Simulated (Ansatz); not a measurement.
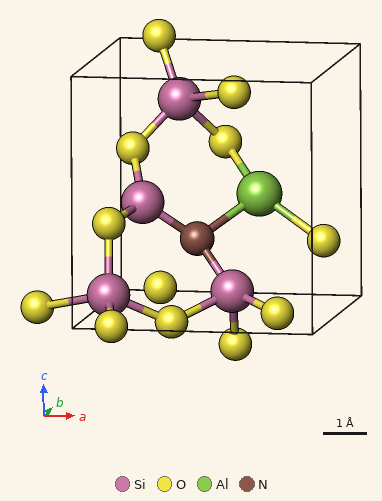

Starting frame of a dynamics run of an amorphous cell of composition AlSi$_{4}$NO$_{8}$ (14 atoms in the cell). It starts from the last geometry of an earlier run, with fresh velocities. A ball-and-stick model of the simulation cell, seen slightly off an axis. Bonds to atoms that aren't drawn are left out.

Method: DFT PBE, scalar-relativistic, plane waves, PAW (Ansatz).

The input:
```yaml
crystal:
  lattice:
    - [5.757211, -0.10848, 0.03555]
    - [-0.10848, 5.904711, -0.076798]
    - [0.03555, -0.076798, 5.974794]
  atoms:
    - { symbol: Si, position: [0.2125391775, 0.4051610078, 0.4439735491] }
    - { symbol: Si, position: [0.5910601472, 0.3689748395, 0.1057344768] }
    - { symbol: Si, position: [0.1395352671, 0.0573079442, 0.127974315] }
    - { symbol: Si, position: [0.3035139318, 0.7197451228, 0.8079837236] }
    - { symbol: O, position: [0.1967504543, 0.8329134263, 0.0390093054] }
    - { symbol: O, position: [0.5721017939, 0.520452712, 0.8715211539] }
    - { symbol: O, position: [0.9282012792, 0.5873567492, 0.2804699677] }
    - { symbol: O, position: [0.3768108603, 0.1774409428, 0.0079906812] }
    - { symbol: O, position: [0.1273697959, 0.131005449, 0.3991304518] }
    - { symbol: O, position: [0.8121457451, 0.2069291964, 0.0479842731] }
    - { symbol: O, position: [0.4606599731, 0.8833454445, 0.6168582443] }
    - { symbol: O, position: [0.1338090308, 0.5958993851, 0.6271943976] }
    - { symbol: Al, position: [0.6428765371, 0.6799258797, 0.4458277445] }
    - { symbol: "N", position: [0.424001037, 0.478275205, 0.2933988563] }
  symmetry: { detect: false }
basis:
  ecutwfc: 420
  xc_grid: 1
kpoints:
  mp_grid: { grid: [1, 1, 1], shift: [0.25, 0.25, 0.25] }
hamiltonian:
  xc: pbe
scf:
  occupations: { method: fermi_dirac, width: 0.1379 }
  lower_state_search: "off"
  convergence: { dr2_threshold: 1.0e-05 }
output:
  forces: true
  stress: true
md:
  timestep: 2.0
  n_steps: 250
  ensemble: nvt_langevin
  friction: 0.03
  temperature: 1600.0
  initial_velocities: maxwell_boltzmann
  seed: 70097
```

Run as
```bash
ansatz run input.yaml --threads 2 --pin off --max-ram 5120MiB --backend cpu --events-out ev --progress --plain --runs-dir out
```

Question: Predict how the run goes.

Answer: The mean temperature in the second half is 1610 K (standard deviation 304 K). The potential energy in the second half lies on average 382 meV per atom below the first frame. The first frame is far from relaxed (forces up to 10.0 eV/Å), so much of the motion is the structure settling. The mean pressure there is −4.7 GPa. Root-mean-square distances from the starting positions over the second half, with the common drift of all atoms taken out: O 0.62 Å, N 0.45 Å, Si 0.40 Å, Al 0.30 Å. Against the typical shortest distance between atoms in the first frame, about 1.6 Å these are wide excursions, but the first-neighbour bonds of the start all hold: the network flexes, or its layers or units shift against each other, without breaking.

Along the run (each row but the first and the last is the mean over the interval that it begins):

| time (fs) | potential energy (meV/atom) | T (K) | p (GPa) |
| --- | --- | --- | --- |
| 0.0 | 0.0 | 1486 | -1.6 |
| 62.0 | -410.9 | 1724 | -3.7 |
| 124.0 | -403.9 | 1556 | -5.2 |
| 186.0 | -428.7 | 1399 | -5.3 |
| 248.0 | -386.2 | 1499 | -5.7 |
| 310.0 | -372.7 | 1644 | -4.1 |
| 372.0 | -394.3 | 1572 | -4.1 |
| 434.0 | -380.0 | 1731 | -4.5 |
| 496.0 | -330.1 | 1573 | -9.6 |

The paths of the atoms:

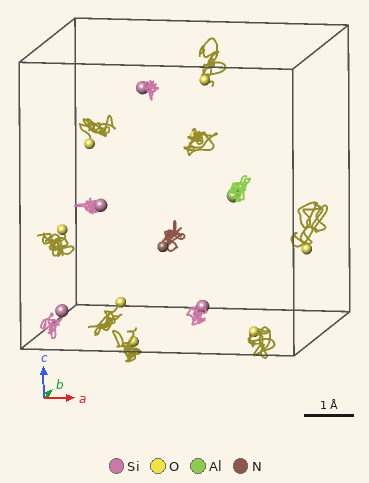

Limits of the set-up: the periodic images lie only 5.8 Å apart, so the values are limited by the cell's size.

Cost: 2.2 min on 2 threads of Arm Neoverse V2 (shared host), peak memory 0.35 GiB.
